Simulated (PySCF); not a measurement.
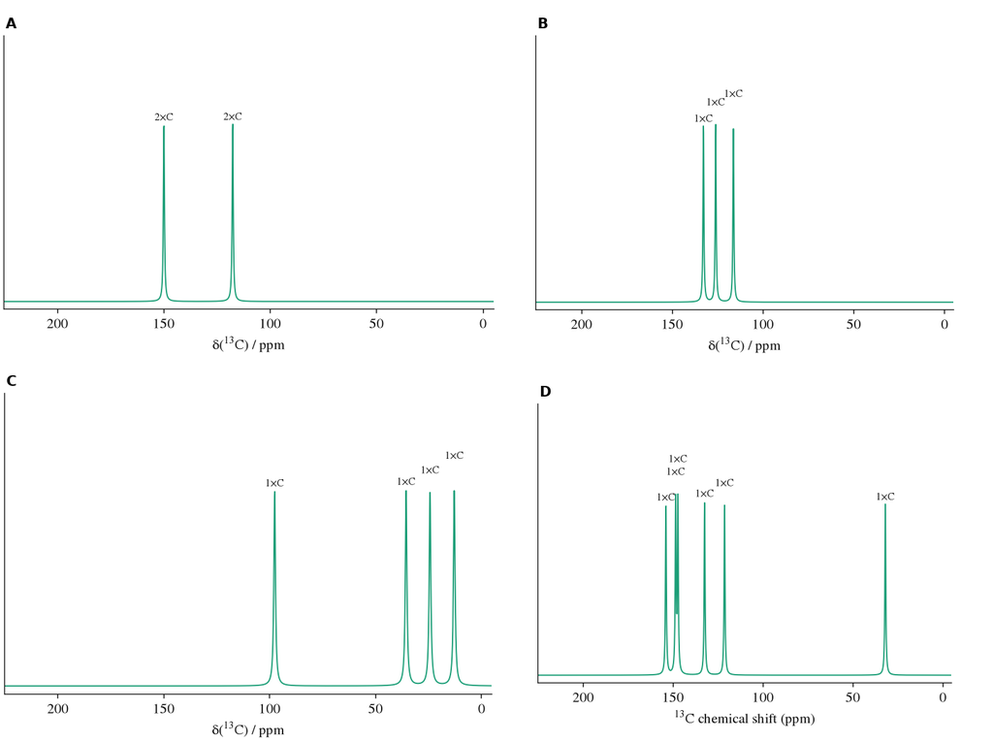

GIAO shifts, PBE0/pcSseg-2, PySCF, at a PBE0-D3(BJ)/def2-TZVP geometry (no frequency check), against TMS for ¹³C computed at the same level. Gas phase, fully decoupled, line heights follow the number of nuclei, widths are arbitrary (no quadrupolar broadening); values of one conformer, averaged over methyl-type rotors and exact or near symmetry; other conformers aren't averaged in.

Pair each panel with its molecule.
1. C₃H₃NS, SMILES C=CSC#N
2. C₄H₉F (CH3CH2CHFCH3), SMILES CC[C@H](C)F
3. C₆H₈N₂, SMILES CNc1cccnc1
4. C₄H₆S, SMILES C=CSC=C

A: 4 (149.8 (2 C), 117.5 (2 C) ppm)
B: 1 (132.6 (1 C), 125.9 (1 C), 116.1 (1 C) ppm)
C: 2 (97.5 (1 C), 35.5 (1 C), 24.2 (1 C), 12.7 (1 C) ppm)
D: 3 (153.8 (1 C), 148.4 (1 C), 147.1 (1 C), 132.3 (1 C), 121.2 (1 C), 31.8 (1 C) ppm)
